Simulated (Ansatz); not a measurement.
**OSi₃ (SMILES O1[Si]2=[Si]=[Si]12) (triplet): density, localisation and related maps**

```tsv
atom	x (Å)	y (Å)	z (Å)
O	1.2529	-1.8248	0.1270
Si	1.5687	-2.9424	-1.1400
Si	-0.6007	-2.8148	-2.0997
Si	0.0893	-0.9555	-0.7917
```

Geometry: PBE0-D3(BJ)/def2-SVP.

Computed with isolated molecule in a Gaussian basis; Kohn-Sham density functional theory, functional PBE0 in Ansatz 0.2.0.

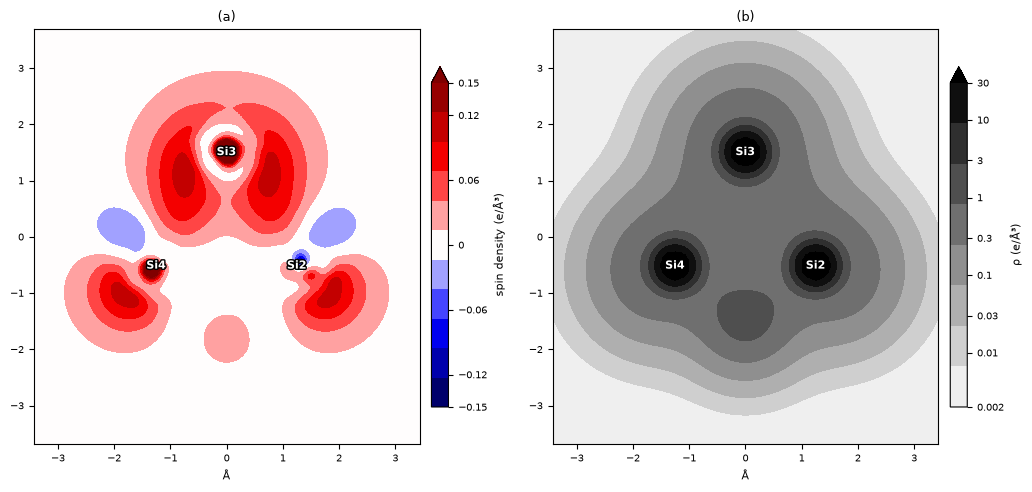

Figure 1. (a) spin density (α minus β); (b) total electron density on the plane of atoms Si2, Si4 and Si3.

### What does the map show?

- Atoms in the plane: Si.
- Si–Si (2.38 Å): ρ at the midpoint is about 0.51 e/Å³.
- Si–Si (2.50 Å): the density is about 0.42 e/Å³ at the midpoint.
- The unpaired spin (2 electrons) lies mostly on Si3 (about 0.9), Si2 (about 0.5), Si4 (about 0.5) and O1 (about 0.2), in electrons by Hirshfeld's partition.

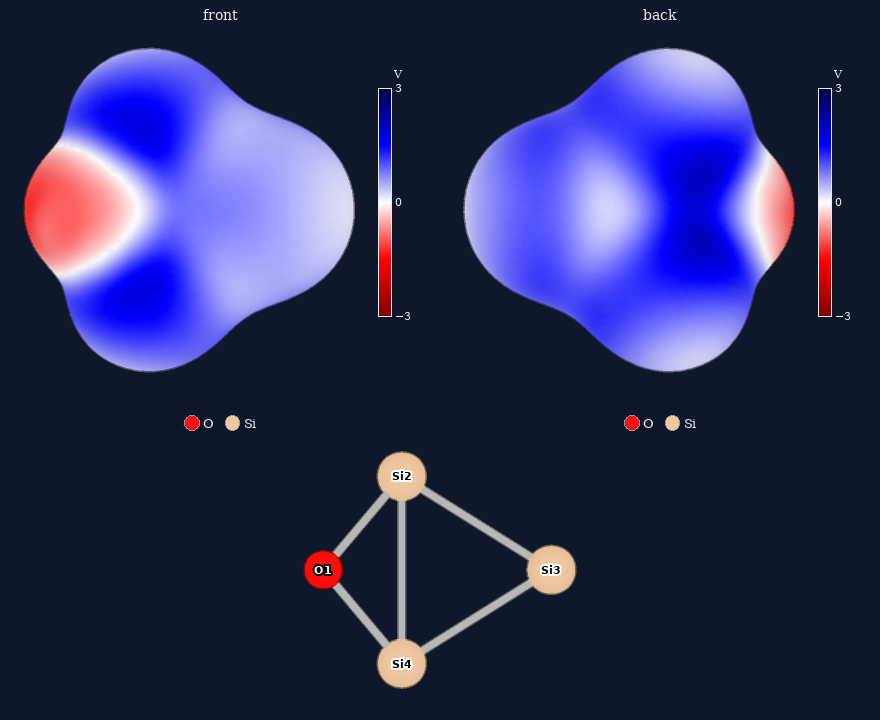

Figure 2. The electrostatic potential painted on the density surface at 0.004 e/bohr³, seen from the front and from behind; the colour scale runs from red (negative) to blue (positive). The bare structure is drawn below in the same view.

### Where is the surface potential most negative and most positive?

The most negative region (about −1.2 V) lies over O1, the most positive (about +2.0 V) over Si2 and Si4. O1 is the likeliest acceptor of a hydrogen bond.

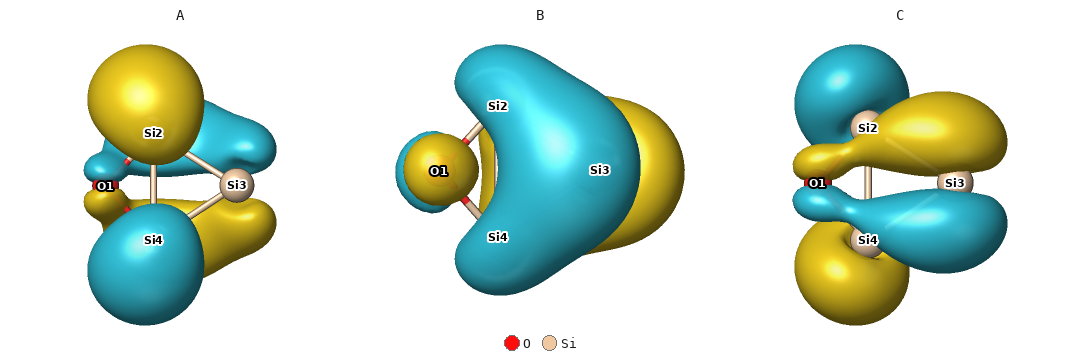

Figure 3. Three frontier orbitals at ±0.08 Å⁻³ᐟ² (yellow and cyan are the two phases), in no order.

### Which picture is the HOMO−1, the HOMO and the LUMO? All are α orbitals.

B is the HOMO−1 (α) (−6.43 eV). It lies mainly on Si3 (about 50 %), Si2 (about 20 %), Si4 (about 20 %) and O1 (about 10 %). C is the HOMO (α) (−6.04 eV). Its weight (Hirshfeld) is mainly on Si2 (about 30 %), Si4 (about 30 %) and Si3 (about 30 %); π-antibonding (π*) across Si2–Si4. A is the LUMO (α) (−2.30 eV). It lies mainly on Si2 (about 40 %), Si4 (about 40 %) and Si3 (about 15 %); π-antibonding (π*) across Si2–Si4.

### What is the gap between the highest occupied and lowest empty α orbitals?

3.74 eV between the orbital energies.

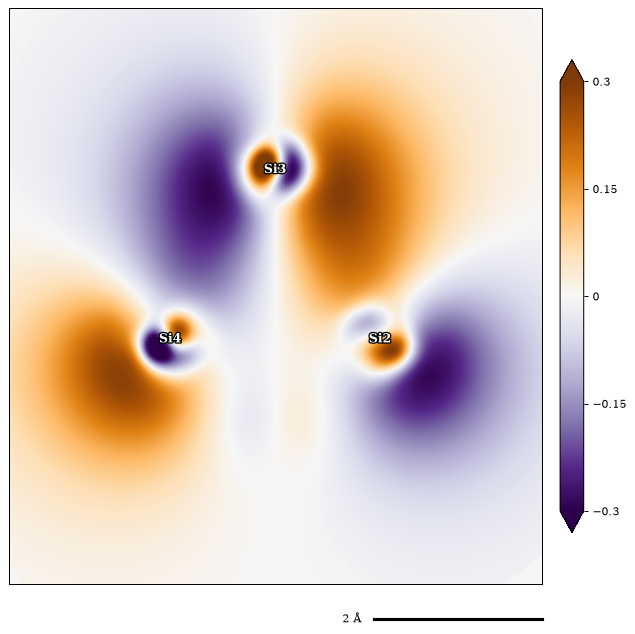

Figure 4. The HOMO (α) on the plane of atoms Si2, Si4 and Si3 (values in Å⁻³ᐟ²; the overall sign is arbitrary).

### Describe this orbital and give its energy.

By Hirshfeld shares it lies mainly on Si2 (about 30 %), Si4 (about 30 %) and Si3 (about 30 %); π-antibonding (π*) across Si2–Si4. Its energy is −6.04 eV.
